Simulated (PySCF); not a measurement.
Property calculation, with input and output: GeHSF$_{3}$ (part 2 of 2)

Continued. System: GeHSF$_{3}$, SMILES [F][Ge]([F])([F])[SH]. Method: r2SCAN/ANO-RCC-VTZP, RKS, sfX2C (PySCF 2.14.0). The geometry comes from this level: PBE0-D4/def2-TZVP.

Geometry of the input (Å):
```
F  -0.7875  -1.0540  1.2611
Ge 0.2465  -0.3909  0.0744
F  1.8436  -0.8080  0.5015
F  -0.1340  -1.2478  -1.3531
S  0.0926  1.7608  -0.1200
H  -1.2191  1.6759  -0.4103
```

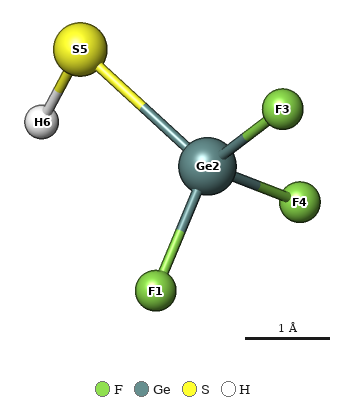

*The structure as given in the input (ball-and-stick view, seen at a tilt; atoms are numbered from 1 in the order of the input). Sticks mark near contacts.*

What the program printed, continued:
```
MO #106 energy= 1.97624622242886   occ= 0
MO #107 energy= 2.00421473789559   occ= 0
MO #108 energy= 2.15639056484464   occ= 0
MO #109 energy= 2.18962934674796   occ= 0
MO #110 energy= 2.22231212334621   occ= 0
MO #111 energy= 2.26478389438331   occ= 0
MO #112 energy= 2.28771874144604   occ= 0
MO #113 energy= 2.32339457672126   occ= 0
MO #114 energy= 2.38023926253559   occ= 0
MO #115 energy= 2.4022316894047    occ= 0
MO #116 energy= 2.43695164172349   occ= 0
MO #117 energy= 2.49236494065319   occ= 0
MO #118 energy= 2.60152758095084   occ= 0
MO #119 energy= 2.65069773990869   occ= 0
MO #120 energy= 2.82284703816062   occ= 0
MO #121 energy= 3.01148853340929   occ= 0
MO #122 energy= 3.03263917253092   occ= 0
MO #123 energy= 3.38578132242729   occ= 0
MO #124 energy= 3.42201669220918   occ= 0
MO #125 energy= 3.5878779677597    occ= 0
MO #126 energy= 3.62535611446553   occ= 0
MO #127 energy= 3.99646086283391   occ= 0
MO #128 energy= 4.11323158798976   occ= 0
MO #129 energy= 4.28044304435639   occ= 0
MO #130 energy= 4.37290966918352   occ= 0
MO #131 energy= 4.4293310294875    occ= 0
MO #132 energy= 4.52331155984825   occ= 0
MO #133 energy= 4.75127287933883   occ= 0
MO #134 energy= 4.79697689984121   occ= 0
MO #135 energy= 4.87302697332982   occ= 0
MO #136 energy= 4.95681786929763   occ= 0
MO #137 energy= 5.07722340940548   occ= 0
MO #138 energy= 5.07962948278651   occ= 0
MO #139 energy= 5.13765750209437   occ= 0
MO #140 energy= 5.15043236153798   occ= 0
MO #141 energy= 5.15195625944471   occ= 0
MO #142 energy= 5.16211846769757   occ= 0
MO #143 energy= 5.16604646080456   occ= 0
MO #144 energy= 5.16897737455298   occ= 0
MO #145 energy= 5.17846285994235   occ= 0
MO #146 energy= 5.214427633499     occ= 0
MO #147 energy= 5.21942772309586   occ= 0
MO #148 energy= 5.2876749846927    occ= 0
MO #149 energy= 5.29142808070142   occ= 0
MO #150 energy= 5.30828782374052   occ= 0
MO #151 energy= 5.31914596689338   occ= 0
MO #152 energy= 5.32612553584259   occ= 0
MO #153 energy= 5.37453525761529   occ= 0
MO #154 energy= 5.38455849886232   occ= 0
MO #155 energy= 5.4564657875645    occ= 0
MO #156 energy= 5.49264970904436   occ= 0
MO #157 energy= 5.58613600705132   occ= 0
MO #158 energy= 5.6920923932144    occ= 0
MO #159 energy= 5.69699062252931   occ= 0
MO #160 energy= 5.81282712904316   occ= 0
MO #161 energy= 5.89883002804816   occ= 0
MO #162 energy= 5.90783196799026   occ= 0
MO #163 energy= 6.06752489269063   occ= 0
MO #164 energy= 6.07005182461819   occ= 0
MO #165 energy= 6.10019840729239   occ= 0
MO #166 energy= 6.12530119822709   occ= 0
MO #167 energy= 6.12644250770275   occ= 0
MO #168 energy= 6.19225406917241   occ= 0
MO #169 energy= 6.27049444539005   occ= 0
MO #170 energy= 6.49088172934347   occ= 0
MO #171 energy= 6.52883756463108   occ= 0
MO #172 energy= 6.54367715914256   occ= 0
MO #173 energy= 6.70513641671032   occ= 0
MO #174 energy= 6.74750620846858   occ= 0
MO #175 energy= 6.75742176308973   occ= 0
MO #176 energy= 6.93994915821651   occ= 0
MO #177 energy= 7.1097355970745    occ= 0
MO #178 energy= 7.17143389937928   occ= 0
MO #179 energy= 7.53051963957259   occ= 0
MO #180 energy= 7.59144411808986   occ= 0
MO #181 energy= 7.69639191115634   occ= 0
 ** Mulliken pop on meta-lowdin orthogonal AOs  **
 ** Mulliken pop  **
pop of  0 F 1s            1.99998
pop of  0 F 2s            1.87512
pop of  0 F 3s            0.00308
pop of  0 F 4s            0.00062
pop of  0 F 2px           1.85105
pop of  0 F 2py           1.89794
pop of  0 F 2pz           1.82554
pop of  0 F 3px           0.00172
pop of  0 F 3py           0.00290
pop of  0 F 3pz           0.00145
pop of  0 F 4px           0.00095
pop of  0 F 4py           0.00076
pop of  0 F 4pz           0.00099
pop of  0 F 3dxy          0.00143
pop of  0 F 3dyz          0.00182
pop of  0 F 3dz^2         0.00184
pop of  0 F 3dxz          0.00293
pop of  0 F 3dx2-y2       0.00118
pop of  0 F 4dxy          0.00054
pop of  0 F 4dyz          0.00071
pop of  0 F 4dz^2         0.00064
pop of  0 F 4dxz          0.00126
pop of  0 F 4dx2-y2       0.00046
pop of  0 F 4f-3          0.00006
pop of  0 F 4f-2          0.00017
pop of  0 F 4f-1          0.00008
pop of  0 F 4f+0          0.00009
pop of  0 F 4f+1          0.00016
pop of  0 F 4f+2          0.00012
pop of  0 F 4f+3          0.00005
pop of  1 Ge 1s           2.00000
pop of  1 Ge 2s           1.99999
pop of  1 Ge 3s           1.99971
pop of  1 Ge 4s           0.90559
pop of  1 Ge 5s           0.01450
pop of  1 Ge 6s           0.00035
pop of  1 Ge 2px          2.00000
pop of  1 Ge 2py          2.00000
pop of  1 Ge 2pz          2.00000
pop of  1 Ge 3px          1.99997
pop of  1 Ge 3py          1.99997
pop of  1 Ge 3pz          1.99997
pop of  1 Ge 4px          0.43325
pop of  1 Ge 4py          0.58927
pop of  1 Ge 4pz          0.46677
pop of  1 Ge 5px          0.01364
pop of  1 Ge 5py          0.01465
pop of  1 Ge 5pz          0.01340
pop of  1 Ge 6px          0.00048
pop of  1 Ge 6py          0.00016
pop of  1 Ge 6pz          0.00030
pop of  1 Ge 3dxy         1.99876
pop of  1 Ge 3dyz         1.99875
pop of  1 Ge 3dz^2        1.99905
pop of  1 Ge 3dxz         1.99902
pop of  1 Ge 3dx2-y2      1.99887
pop of  1 Ge 4dxy         0.00604
pop of  1 Ge 4dyz         0.00743
pop of  1 Ge 4dz^2        0.00770
pop of  1 Ge 4dxz         0.00716
pop of  1 Ge 4dx2-y2      0.00826
pop of  1 Ge 5dxy         0.00204
pop of  1 Ge 5dyz         0.00237
pop of  1 Ge 5dz^2        0.00229
pop of  1 Ge 5dxz         0.00191
pop of  1 Ge 5dx2-y2      0.00223
pop of  1 Ge 4f-3         0.00008
pop of  1 Ge 4f-2         0.00006
pop of  1 Ge 4f-1         0.00006
pop of  1 Ge 4f+0         0.00010
pop of  1 Ge 4f+1         0.00009
pop of  1 Ge 4f+2         0.00011
pop of  1 Ge 4f+3         0.00006
pop of  2 F 1s            1.99998
pop of  2 F 2s            1.87224
pop of  2 F 3s            0.00270
pop of  2 F 4s            0.00061
pop of  2 F 2px           1.73657
pop of  2 F 2py           1.92078
pop of  2 F 2pz           1.91758
pop of  2 F 3px           0.00076
pop of  2 F 3py           0.00365
pop of  2 F 3pz           0.00224
pop of  2 F 4px           0.00119
pop of  2 F 4py           0.00090
pop of  2 F 4pz           0.00074
pop of  2 F 3dxy          0.00232
pop of  2 F 3dyz          0.00036
pop of  2 F 3dz^2         0.00123
pop of  2 F 3dxz          0.00238
pop of  2 F 3dx2-y2       0.00308
pop of  2 F 4dxy          0.00078
pop of  2 F 4dyz          0.00017
pop of  2 F 4dz^2         0.00054
pop of  2 F 4dxz          0.00089
pop of  2 F 4dx2-y2       0.00125
pop of  2 F 4f-3          0.00016
pop of  2 F 4f-2          0.00006
pop of  2 F 4f-1          0.00002
pop of  2 F 4f+0          0.00008
pop of  2 F 4f+1          0.00013
pop of  2 F 4f+2          0.00012
pop of  2 F 4f+3          0.00018
pop of  3 F 1s            1.99998
pop of  3 F 2s            1.87512
pop of  3 F 3s            0.00309
pop of  3 F 4s            0.00062
pop of  3 F 2px           1.91964
pop of  3 F 2py           1.87420
pop of  3 F 2pz           1.78059
pop of  3 F 3px           0.00225
pop of  3 F 3py           0.00271
pop of  3 F 3pz           0.00112
pop of  3 F 4px           0.00073
pop of  3 F 4py           0.00080
pop of  3 F 4pz           0.00117
pop of  3 F 3dxy          0.00079
pop of  3 F 3dyz          0.00307
pop of  3 F 3dz^2         0.00282
pop of  3 F 3dxz          0.00181
pop of  3 F 3dx2-y2       0.00071
pop of  3 F 4dxy          0.00029
pop of  3 F 4dyz          0.00125
pop of  3 F 4dz^2         0.00109
pop of  3 F 4dxz          0.00068
pop of  3 F 4dx2-y2       0.00031
pop of  3 F 4f-3          0.00002
pop of  3 F 4f-2          0.00011
pop of  3 F 4f-1          0.00024
pop of  3 F 4f+0          0.00014
pop of  3 F 4f+1          0.00011
pop of  3 F 4f+2          0.00010
pop of  3 F 4f+3          0.00002
pop of  4 S 1s            2.00000
pop of  4 S 2s            1.99991
pop of  4 S 3s            1.73290
pop of  4 S 4s            0.00301
pop of  4 S 5s            0.00076
pop of  4 S 2px           1.99992
pop of  4 S 2py           1.99991
pop of  4 S 2pz           1.99996
pop of  4 S 3px           1.24337
pop of  4 S 3py           1.33086
pop of  4 S 3pz           1.85054
pop of  4 S 4px           0.00953
pop of  4 S 4py           0.00489
pop of  4 S 4pz           0.00154
pop of  4 S 5px           0.00032
pop of  4 S 5py           0.00053
pop of  4 S 5pz           0.00040
pop of  4 S 3dxy          0.00445
pop of  4 S 3dyz          0.00558
pop of  4 S 3dz^2         0.00719
pop of  4 S 3dxz          0.00245
pop of  4 S 3dx2-y2       0.01472
pop of  4 S 4dxy          0.00069
pop of  4 S 4dyz          0.00066
pop of  4 S 4dz^2         0.00043
pop of  4 S 4dxz          0.00020
pop of  4 S 4dx2-y2       0.00075
pop of  4 S 4f-3          0.00041
pop of  4 S 4f-2          0.00012
pop of  4 S 4f-1          0.00094
pop of  4 S 4f+0          0.00073
pop of  4 S 4f+1          0.00052
pop of  4 S 4f+2          0.00030
pop of  4 S 4f+3          0.00036
pop of  5 H 1s            0.84271
pop of  5 H 2s            0.00727
pop of  5 H 3s            0.00142
pop of  5 H 2px           0.00422
pop of  5 H 2py           0.00102
pop of  5 H 2pz           0.00229
pop of  5 H 3px           0.00035
pop of  5 H 3py           0.00140
pop of  5 H 3pz           0.00014
pop of  5 H 3dxy          0.00012
pop of  5 H 3dyz          0.00009
pop of  5 H 3dz^2         0.00035
pop of  5 H 3dxz          0.00016
pop of  5 H 3dx2-y2       0.00030
 ** Mulliken atomic charges  **
charge of    0F =     -0.47564
charge of    1Ge =      1.50558
charge of    2F =     -0.47367
charge of    3F =     -0.47558
charge of    4S =     -0.21886
charge of    5H =      0.13817
Dipole moment(X, Y, Z, Debye): -0.99924,  2.45827, -0.40904
Traceless quadrupole moment (Debye*A):

IAO charges [-0.49    1.5598 -0.4893 -0.4899 -0.2278  0.1371]
```

Key numbers:

```json
{"quantity": "outcome", "value": "converged"}
{"quantity": "total energy", "value": "−2798.635357 hartree"}
{"quantity": "basis functions", "value": "181"}
{"quantity": "HOMO", "value": "−7.95 eV"}
{"quantity": "LUMO", "value": "−2.57 eV"}
{"quantity": "dipole moment", "value": "2.68 D"}
{"quantity": "hardware", "value": "1 thread of Arm Neoverse V1, 24 GiB of memory available, shared host"}
{"quantity": "wall time", "value": "3.2 min"}
{"quantity": "peak memory", "value": "1.7 GiB"}
```
